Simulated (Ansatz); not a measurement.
# A workflow on TlF (SMILES [F][Tl])

We compute a series of 30 runs (PBE/def2-SVP, UPBE/def2-SVP, SVWN5/def2-TZVP, USVWN5/def2-TZVP, PBE-D3(BJ)/def2-TZVP, UPBE-D3(BJ)/def2-TZVP, CCSD(T)/def2-TZVP, wB97X-V/def2-TZVP, and more) of FTl. 

The calculation is run with Ansatz 0.2.0.

**1. The structure to begin with**

TlF has 2 atoms, charge 0, and is taken as a singlet. SMILES: `[F][Tl]`. Geometry: the measured bond length. The run starts from this shape.

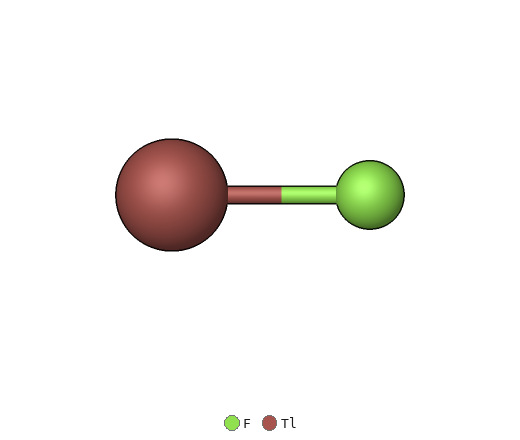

Viewed from a chosen angle; fluorine green, thallium brown.

**2. A geometry optimisation at PBE/def2-SVP (core potential) (run 1)**

The input, input.yaml:

```yaml
crystal:
  periodic: [false, false, false]
  atoms:
    - symbol: F
      position_ang: [0.000000, 0.000000, 0.000000]
    - symbol: Tl
      position_ang: [0.000000, 0.000000, 2.084438]
basis:
  gaussian:
    orbitals: def2-SVP
hamiltonian:
  xc: {name: PBE}
relax:
  f_tol: 0.002
output: {orbitals: {seedname: orbitals}}
```

The run is started by

```
ansatz run input.yaml --threads 1 --pin off --max-ram 3480MiB --events-out events.jsonl --progress --plain --runs-dir runs
```

Output:

```text
Warning: RAYON_NUM_THREADS=1 ignored (pool sized by the plan → 1); use --threads N
The last accepted step is kept in runs//last_step.txt (removed where the run ends without a failure and the disk answers)
[... 6 lines left out ...]
440 factors; their error is unknown
[... 9 lines left out ...]
440 factors; their error is unknown
[... 6 lines left out ...]
440 factors; their error is unknown
[... 4 lines left out ...]
440 factors; their error is unknown
[... 4 lines left out ...]
Total energy: -7408.70831565 eV, -272.2650087972 hartree
[... 2 lines left out ...]
Dipole moment:     0.000000    -0.000000     0.697214 e Å
```

Wall time 0.86 s (1 thread of AMD EPYC 9R45 (Zen 5), shared host); peak memory 0.1 GiB.

Steps, from the record of the run:

```csv
step,energy from the first frame kept (eV),largest force (eV/Å)
1,0.0000,0.5293
2,-0.0080,0.0734
3,-0.0082,0.0003
```

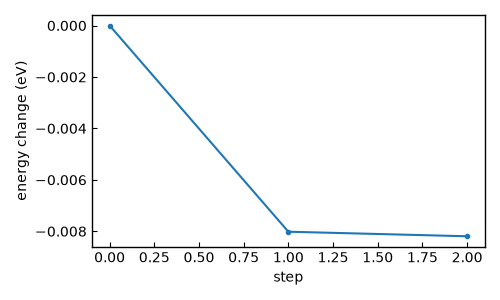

Energy along the run.

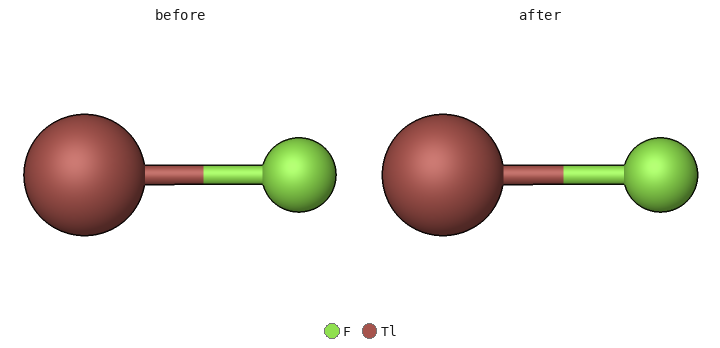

Before and after, at one scale.

After the run. Bond lengths: F1–Tl2 2.116 Å.

**3. The harmonic vibrations at PBE/def2-SVP (core potential) (run 2)**

The input, molecule.yaml:

```yaml
crystal:
  periodic: [false, false, false]
  atoms:
    - {symbol: F, position_ang: [0.000000, -0.000000, -0.015861]}
    - {symbol: Tl, position_ang: [-0.000000, 0.000000, 2.100299]}
basis:
  gaussian:
    orbitals: def2-SVP
phonons:
  temperatures: {t_min: 298.15, t_max: 298.15, t_step: 1}
hamiltonian:
  xc: {name: PBE}
```

The run is started by

```
ansatz run molecule.yaml --threads 1 --pin off --max-ram 3480MiB --events-out events.jsonl --progress --plain --runs-dir runs
```

Output:

```text
Warning: RAYON_NUM_THREADS=1 ignored (pool sized by the plan → 1); use --threads N
[... 6 lines left out ...]
440 factors; their error is unknown
[... 14 lines left out ...]
440 factors; their error is unknown
[... 10 lines left out ...]
440 factors; their error is unknown
[... 9 lines left out ...]
440 factors; their error is unknown
[... 4 lines left out ...]
440 factors; their error is unknown
[... 5 lines left out ...]
440 factors; their error is unknown
[... 4 lines left out ...]
440 factors; their error is unknown
[... 4 lines left out ...]
440 factors; their error is unknown
[... 4 lines left out ...]
440 factors; their error is unknown
[... 5 lines left out ...]
440 factors; their error is unknown
[... 6 lines left out ...]
Dipole moment:    -0.000000    -0.000000     0.697216 e Å
Vibrations: 492.06 cm⁻¹, zero-point energy 0.030504 eV
```

Wall time 2 s (1 thread of AMD EPYC 9R45 (Zen 5), shared host); peak memory 0.1 GiB.

Runs 3 to 7 aren't shown in full; the table further down has their settings and results.

**4. The doublet cation: a structure relaxation at USVWN5/def2-TZVP (core potential) (run 8)**

The input, job.yaml:

```yaml
crystal:
  periodic: [false, false, false]
  atoms:
    - {symbol: F, position_ang: [-0.000000, -0.000000, 0.002278]}
    - {symbol: Tl, position_ang: [0.000000, 0.000000, 2.082160]}
basis:
  gaussian:
    orbitals: def2-TZVP
total_charge: 1
magnetization:
  spin_polarized: true
  initial_magnetization: 1
hamiltonian:
  xc: {name: SVWN5}
relax: {}
```

The run is started by

```
ansatz run job.yaml --threads 1 --pin off --max-ram 3480MiB --events-out events.jsonl --progress --plain --runs-dir runs
```

Output (excerpt; [...] marks lines left out):

```text
Warning: RAYON_NUM_THREADS=1 ignored (pool sized by the plan → 1); use --threads N
[... 1 set-up line as earlier in the session ...]
[... 4 lines left out ...]
545 factors; their error is unknown
[... 11 lines left out ...]
545 factors; their error is unknown
[... 5 lines left out ...]
545 factors; their error is unknown
[... 4 lines left out ...]
545 factors; their error is unknown
[... 4 lines left out ...]
Total energy: -7379.70963480 eV, -271.1993269321 hartree
[... 2 lines left out ...]
Dipole moment:    -0.000000     0.000000     0.502019 e Å
```

It took 2.1 s on 1 thread of AMD EPYC 9R45 (Zen 5), shared host; peak memory 0.14 GiB.

The path in brief:

```csv
step,energy from the first frame kept (eV),largest force (eV/Å)
1,0.0000,0.6992
2,-0.0227,0.2322
3,-0.0249,0.0019
```

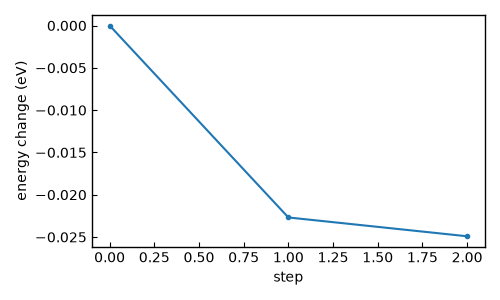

Energy along the run.

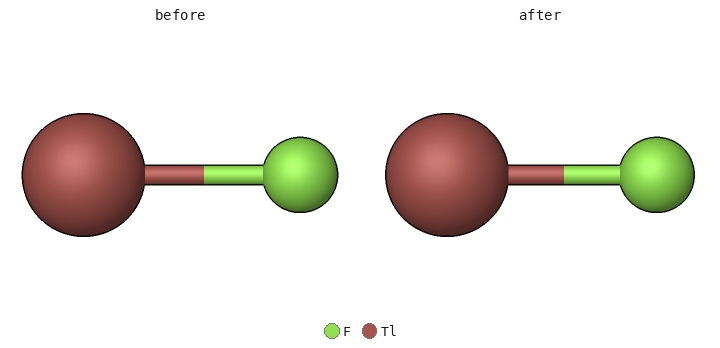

Before and after, at one scale.

After the run. Bond lengths: F1–Tl2 2.014 Å.

Runs 9 to 29 aren't shown in full; the table further down has their settings and results.

**5. The doublet cation: a geometry optimisation at U-wB97M-V/def2-TZVPD (core potential) (run 30)**

The input, molecule.yaml:

```yaml
crystal:
  periodic: [false, false, false]
  atoms:
    - symbol: F
      position_ang: [-0.000000, 0.000000, -0.009253]
    - symbol: Tl
      position_ang: [0.000000, -0.000000, 2.093691]
basis:
  gaussian:
    orbitals: def2-TZVPD
relax: {}
total_charge: 1
magnetization:
  spin_polarized: true
  initial_magnetization: 1
hamiltonian:
  xc: {name: wB97M-V}
```

The run is started by

```
ansatz run molecule.yaml --threads 1 --pin off --max-ram 3480MiB --events-out events.jsonl --progress --plain --runs-dir runs
```

Output (excerpt; [...] marks lines left out):

```text
Warning: RAYON_NUM_THREADS=1 ignored (pool sized by the plan → 1); use --threads N
[... 1 set-up line as earlier in the session ...]
[... 25 lines left out ...]
670 factors; their error is unknown
[... 11 lines left out ...]
670 factors; their error is unknown
[... 7 lines left out ...]
670 factors; their error is unknown
[... 6 lines left out ...]
670 factors; their error is unknown
[... 5 lines left out ...]
670 factors; their error is unknown
[... 5 lines left out ...]
Total energy: -7400.74343944 eV, -271.9723049955 hartree
[... 2 lines left out ...]
Dipole moment:     0.000000     0.000000     0.536217 e Å
```

Run time: 26 s. Hardware: 1 thread of AMD EPYC 9R45 (Zen 5), shared host; peak memory 0.36 GiB.

Steps, from the record of the run:

```csv
step,energy from the first frame kept (eV),largest force (eV/Å)
1,0.0000,0.2217
2,-0.0030,0.1381
3,-0.0045,0.0328
4,-0.0046,0.0001
```

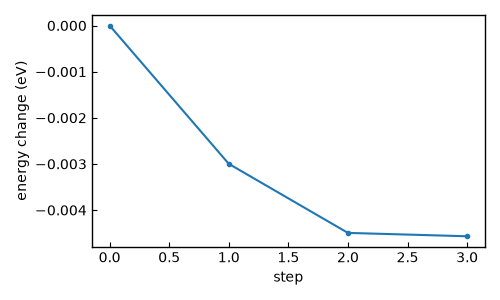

Energy along the run.

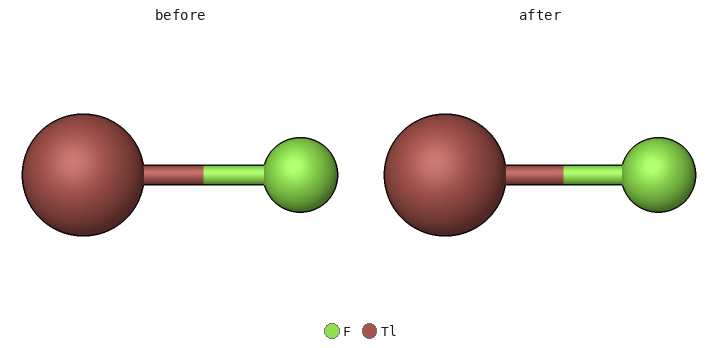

Before and after, at one scale.

After the run. Bond lengths: F1–Tl2 2.065 Å.

**6. The series**

```csv
run,level,task,walk f tol,partner,energy (Eh),dipole moment (D),wall time
1,PBE/def2-SVP (core potential),optimise,0.002,base,-272.265009,3.35,0.86 s
2,PBE/def2-SVP (core potential),frequencies,–,base,-272.265009,3.35,2 s
3,UPBE/def2-SVP (core potential),energy,–,cation,-271.891565,–,0.6 s
4,UPBE/def2-SVP (core potential),optimise,–,cation,-271.891635,–,2 s
5,SVWN5/def2-TZVP (core potential),optimise,0.002,base,-271.594151,3.71,1.1 s
6,SVWN5/def2-TZVP (core potential),frequencies,–,base,-271.594151,3.71,3 s
7,USVWN5/def2-TZVP (core potential),energy,–,cation,-271.198411,–,0.62 s
8,USVWN5/def2-TZVP (core potential),optimise,–,cation,-271.199327,–,2.1 s
9,PBE-D3(BJ)/def2-TZVP (core potential),optimise,0.002,base,-272.405301,3.96,1.7 s
10,PBE-D3(BJ)/def2-TZVP (core potential),frequencies,–,base,-272.405301,3.96,3.9 s
11,UPBE-D3(BJ)/def2-TZVP (core potential),energy,–,cation,-272.024383,–,1.2 s
12,UPBE-D3(BJ)/def2-TZVP (core potential),optimise,–,cation,-272.024571,–,4.8 s
13,CCSD(T)/def2-TZVP (core potential),optimise,0.002,base,-271.650967,4.24,56 s
14,CCSD(T)/def2-TZVP (core potential),frequencies,–,base,-271.650967,4.24,3 min
15,wB97X-V/def2-TZVP (core potential),optimise,0.002,base,-272.389619,4.08,5.7 s
16,wB97X-V/def2-TZVP (core potential),frequencies,–,base,-272.389619,4.08,12 s
17,U-wB97X-V/def2-TZVP (core potential),energy,–,cation,-272.007991,–,3 s
18,U-wB97X-V/def2-TZVP (core potential),optimise,–,cation,-272.008130,–,13 s
19,r2SCAN/def2-TZVP (core potential),optimise,0.002,base,-272.497227,3.91,3 s
20,r2SCAN/def2-TZVP (core potential),frequencies,–,base,-272.497227,3.91,6.3 s
21,U-r2SCAN/def2-TZVP (core potential),energy,–,cation,-272.117686,–,1.4 s
22,U-r2SCAN/def2-TZVP (core potential),optimise,–,cation,-272.117840,–,6.3 s
23,B3LYP-D4/def2-TZVP (core potential),optimise,0.002,base,-272.526979,4.20,2.2 s
24,B3LYP-D4/def2-TZVP (core potential),frequencies,–,base,-272.526979,4.20,4.5 s
25,UB3LYP-D4/def2-TZVP (core potential),energy,–,cation,-272.142356,–,1.5 s
26,UB3LYP-D4/def2-TZVP (core potential),optimise,–,cation,-272.142380,–,6 s
27,wB97M-V/def2-TZVPD (core potential),optimise,0.002,base,-272.355544,4.26,6.3 s
28,wB97M-V/def2-TZVPD (core potential),frequencies,–,base,-272.355544,4.26,16 s
29,U-wB97M-V/def2-TZVPD (core potential),energy,–,cation,-271.972137,–,6.9 s
30,U-wB97M-V/def2-TZVPD (core potential),optimise,–,cation,-271.972305,–,26 s
```

**7. What came out**

```
                                                                                     quantity          value
                                              doublet cation, run 30: total energy at the end  -271.97230 Eh
                                                          doublet cation, run 30: bond length        2.065 Å
                                                                 doublet cation, run 30: ⟨S²⟩          0.765
                        vertical ionisation energy (to the doublet cation), wB97X-V/def2-TZVP      10.385 eV
                       vertical ionisation energy (to the doublet cation), B3LYP-D4/def2-TZVP      10.466 eV
                       vertical ionisation energy (to the doublet cation), wB97M-V/def2-TZVPD      10.433 eV
        adiabatic ionisation energy (to the doublet cation, no zero-point term), PBE/def2-SVP      10.160 eV
     adiabatic ionisation energy (to the doublet cation, no zero-point term), SVWN5/def2-TZVP      10.744 eV
adiabatic ionisation energy (to the doublet cation, no zero-point term), PBE-D3(BJ)/def2-TZVP      10.360 eV
   adiabatic ionisation energy (to the doublet cation, no zero-point term), wB97X-V/def2-TZVP      10.381 eV
    adiabatic ionisation energy (to the doublet cation, no zero-point term), r2SCAN/def2-TZVP      10.324 eV
```

**Reading.** At wB97X-V/def2-TZVP: the vertical ionisation energy comes to 10.38 eV (239 kcal/mol). At B3LYP-D4/def2-TZVP: removing an electron at fixed nuclei costs 10.47 eV (241 kcal/mol). At wB97M-V/def2-TZVPD: the vertical ionisation energy comes to 10.43 eV (1007 kJ/mol). At PBE/def2-SVP: the adiabatic ionisation energy (to the doublet cation, no zero-point term) is 10.16 eV (980 kJ/mol). At SVWN5/def2-TZVP: the adiabatic ionisation energy (to the doublet cation, no zero-point term) is 10.74 eV (1037 kJ/mol). At PBE-D3(BJ)/def2-TZVP: the adiabatic ionisation energy (to the doublet cation, no zero-point term) is 10.36 eV (239 kcal/mol). Totals of different functionals can't be ranked against each other. All runs together took 6.4 min, the longest 3 min.
